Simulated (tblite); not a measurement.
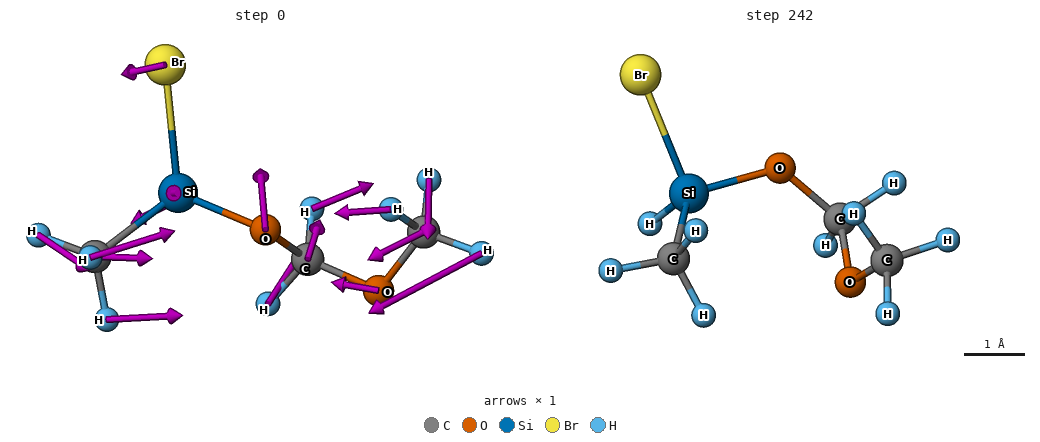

The structure of C3H9BrO2Si before (left) and after (right) a relaxation, at one scale. The purple arrows give the displacements, at their true length.

Style: ball-and-stick. Shown at a tilt.

Theory: tblite, GFN2-xTB geometry optimisation, gas phase. 

Q: Describe what moved and what it gained.

A: An H atom moves most after the best rigid fit: 2.27 Å. Largest moves by element: H 2.27 Å, O 1.73 Å, C 1.15 Å, Br 0.96 Å, Si 0.47 Å. Near-neighbour distances that change, for instance: O–Si 1.714 → 1.625 Å, C–Si 1.851 → 1.891 Å, Br–Si 2.235 → 2.200 Å, C–H 1.120 → 1.087 Å. Bond angles that change, for instance: C–O–Si 106.5° → 125.5°, O–Si–Br 110.1° → 98.5°, C–Si–H 105.8° → 113.2°. Groups turn about C–O by about 125°, O–Si by about 55°. After 242 geometry steps the energy has fallen by 0.915 eV. The run took 1.6 s on 1 thread of Arm Neoverse V2, with other jobs on the host.
